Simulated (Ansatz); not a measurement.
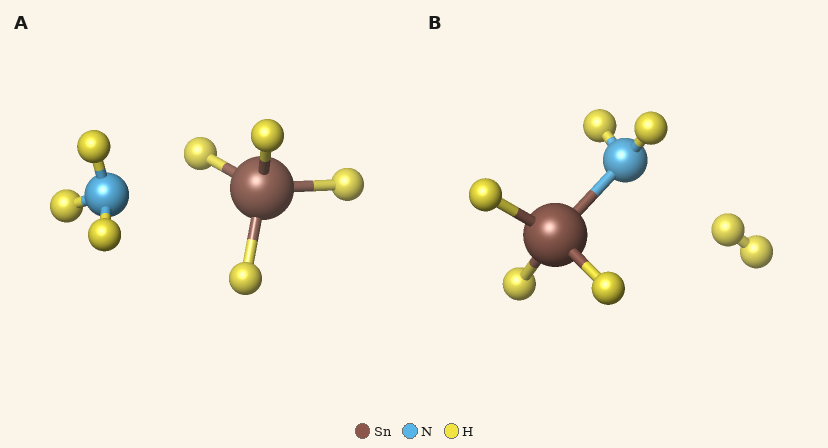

2 stationary structures of one formula. Geometries: PBE0-D4/def2-TZVP. Electronic energies: CCSD(T)/CBS (MP2 limit from def2-TZVPP and def2-QZVPP plus CCSD(T) − MP2) (Ansatz 0.2.0), without zero-point energy. Each is one conformer, not always the lowest.

> Which structure is the most stable?

A is lowest (a minimum); B lies 8.9 kcal/mol above it (a minimum).
